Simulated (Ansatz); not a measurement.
A series of calculations on C$_{2}$H$_{5}$NSi

## 1. Relaxation

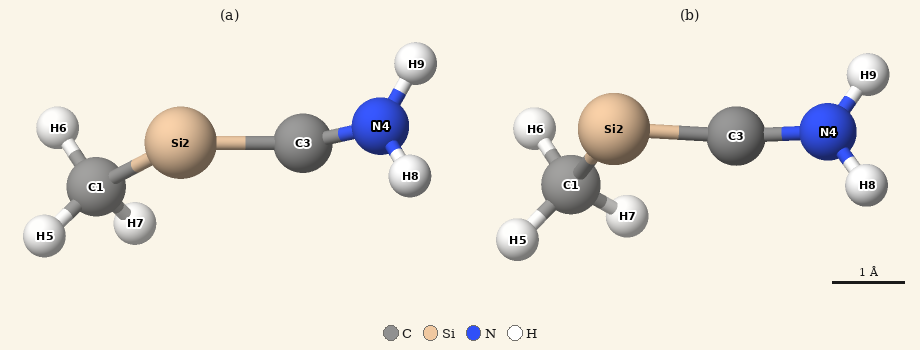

The structure of C$_{2}$H$_{5}$NSi before (left) and after (right) a relaxation, at one scale.

Style: ball-and-stick. Shown from a free direction.

The run prepares an end point of a later path (torsion) calculation, from a guessed geometry.

These are results of Ansatz 0.2.0, RKS PBE-D4/6-31G*, not measurements. Settings: no spin polarisation; force threshold 0.015 eV/Å; at most 40 steps.

**Describe what moved and what it gained.**

The energy falls by 8.66 kcal/mol in 8 accepted moves (10 points after the start). The largest force component goes from 0.75 to 0.013 eV/Å. The line search rejected the trial steps at points 4, 9 of the run. Si2 moves most after the best rigid fit: 0.58 Å. By element the largest moves are Si 0.58 Å, C 0.56 Å, H 0.52 Å, N 0.25 Å. Among the contacts that change: C1–Si2 1.897 → 1.955 Å, C3–N4 1.329 → 1.303 Å, N4–H8 1.012 → 1.029 Å, C1–H5 1.088 → 1.103 Å. Among the angles between lasting bonds that change: Si2–C3–N4 140.3° → 166.3°, C1–Si2–C3 124.2° → 101.9°, Si2–C1–H7 110.6° → 115.3°.

## 2. Relaxation

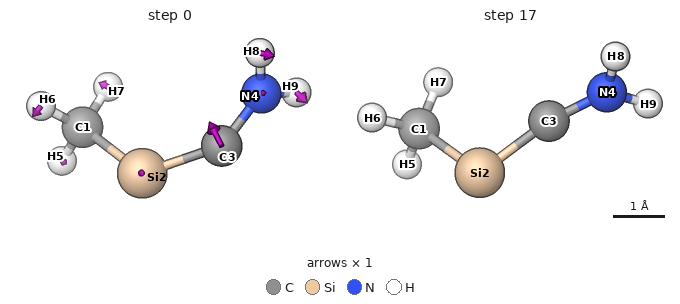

The structure of C2H5NSi before (left) and after (right) a relaxation, at one scale. The purple arrows give the displacements, at their true length.

A ball-and-stick model, seen at a tilt.

The run prepares an end point of a later path (torsion) calculation, from a guessed geometry.

Level of theory: RKS PBE-D4/6-31G* in Ansatz.

Input file:
```yaml
crystal:
  periodic: [false, false, false]
  atoms:
    - { symbol: C, position_ang: [-0.36349, 1.62639, -1.19974] }
    - { symbol: Si, position_ang: [-0.77274, 0.19684, -0.0226] }
    - { symbol: C, position_ang: [0.40594, -0.84506, 0.68278] }
    - { symbol: "N", position_ang: [1.72434, -0.9802, 0.77967] }
    - { symbol: H, position_ang: [-0.97858, 1.57929, -2.09652] }
    - { symbol: H, position_ang: [-0.53943, 2.58736, -0.72039] }
    - { symbol: H, position_ang: [0.67862, 1.58488, -1.50448] }
    - { symbol: H, position_ang: [2.26582, -0.49428, 1.48332] }
    - { symbol: H, position_ang: [2.24415, -1.61154, 0.18541] }
basis:
  gaussian: { orbitals: "6-31G*" }
hamiltonian:
  xc: pbe
  dispersion: d4
relax:
  f_tol: 0.015
  max_steps: 40
```

Command:
```bash
ansatz run input.yaml --threads 1 --pin off --max-ram 2048MiB --backend cpu --events-out ev --progress --plain --runs-dir out
```

Question: What changed between the two?

Answer: C3 moves most after the best rigid fit: 0.65 Å. By element the largest moves are C 0.65 Å, H 0.35 Å, N 0.11 Å, Si 0.11 Å. Near-neighbour distances that change, for instance: C1–Si2 1.897 → 1.955 Å, C3–N4 1.329 → 1.303 Å, N4–H8 1.012 → 1.029 Å, C1–H5 1.088 → 1.104 Å. Bond angles that change, for instance: Si2–C3–N4 140.3° → 166.3°, C1–Si2–C3 124.2° → 102.0°, Si2–C1–H7 110.6° → 115.3°. Over 15 accepted moves (17 points after the start) the energy falls by 41.9 kcal/mol. The largest force component goes from 3.2 to 0.0027 eV/Å. The line search rejected the trial steps at points 3, 9 of the run. Cost: 37 s on 1 thread of Intel(R) Xeon(R) Platinum 8375C CPU @ 2.90GHz (Ice Lake), with other jobs on the host, peak memory 0.15 GiB.

## 3. Path

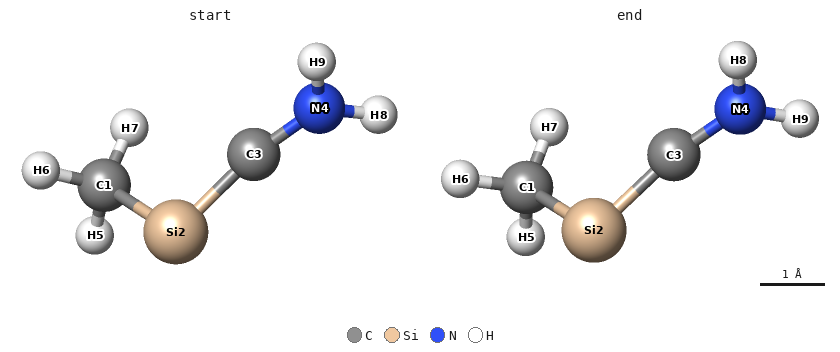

The two relaxed end points of a path for C$_{2}$H$_{5}$NSi. Style: ball-and-stick. Shown at a tilt.

These are results of RKS PBE-D4/6-31G* in Ansatz 0.2.0, not measurements.

The input:
```yaml
crystal:
  periodic: [false, false, false]
  atoms:
    - { symbol: C, position_ang: [-0.286371, 1.461755, -1.08004] }
    - { symbol: Si, position_ang: [-1.353552, 0.249941, 0.022356] }
    - { symbol: C, position_ang: [-0.149359, -0.817748, 0.64814] }
    - { symbol: "N", position_ang: [0.516098, -1.753734, 1.262914] }
    - { symbol: H, position_ang: [-0.753431, 1.520983, -2.077715] }
    - { symbol: H, position_ang: [-0.341482, 2.470387, -0.635411] }
    - { symbol: H, position_ang: [0.77009, 1.182009, -1.196635] }
    - { symbol: H, position_ang: [0.68516, -2.681648, 0.852138] }
    - { symbol: H, position_ang: [0.912838, -1.631955, 2.204261] }
basis:
  gaussian: { orbitals: "6-31G*" }
hamiltonian:
  xc: pbe
  dispersion: d4
neb:
  order_check: false
  images: 5
  f_tol: 0.03
  max_iterations: 60
  initial_path: idpp
  final_atoms:
    - { symbol: C, position_ang: [-0.28411609, 1.46771751, -1.07263208] }
    - { symbol: Si, position_ang: [-1.32838611, 0.33458801, 0.13069302] }
    - { symbol: C, position_ang: [-0.14409552, -0.79882384, 0.67332354] }
    - { symbol: "N", position_ang: [0.51099595, -1.76944954, 1.24427361] }
    - { symbol: H, position_ang: [-0.74183476, 1.41697114, -2.07548319] }
    - { symbol: H, position_ang: [-0.37511263, 2.51158017, -0.72674031] }
    - { symbol: H, position_ang: [0.78127913, 1.21033542, -1.15362612] }
    - { symbol: H, position_ang: [0.98604952, -1.66593915, 2.15079957] }
    - { symbol: H, position_ang: [0.5952115, -2.70698972, 0.82939996] }
```

Launched with:
```bash
ansatz run input.yaml --threads 1 --pin off --max-ram 2048MiB --backend cpu --events-out ev --progress --plain --runs-dir out
```

Predict the minimum-energy path and its barrier.

The two ends have the same energy, and the highest point, image 3, lies 26.4 kcal/mol above the start. The motion is a rotation about the Si2–C3 bond, with a turn of about 180° about C3–N4. No bond forms or breaks between the ends. Bond angles that change up to the highest image, for instance: C1–Si2–C3 101.9° → 128.6°, C3–N4–H8 122.9° → 111.7°. The band is converged. At the top, the vibrational analysis gives one imaginary mode (664i cm⁻¹), as a transition state must have.

Energies of the converged images:

```json
{"image": "0", "path (Å)": "0.00", "E (kcal/mol)": "0.0"}
{"image": "1", "path (Å)": "0.75", "E (kcal/mol)": "1.3"}
{"image": "2", "path (Å)": "1.50", "E (kcal/mol)": "9.5"}
{"image": "3", "path (Å)": "2.25", "E (kcal/mol)": "26.4"}
{"image": "4", "path (Å)": "3.23", "E (kcal/mol)": "3.5"}
{"image": "5", "path (Å)": "4.22", "E (kcal/mol)": "0.0"}
{"image": "6", "path (Å)": "5.21", "E (kcal/mol)": "0.0"}
```

The geometry at the top of the path:

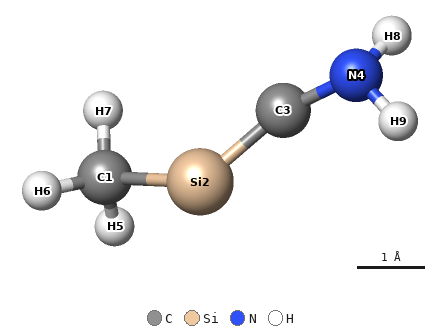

The run took 2.2 min on 1 thread of Intel(R) Xeon(R) Platinum 8375C CPU @ 2.90GHz (Ice Lake), with other jobs on the host, peak memory 0.13 GiB.
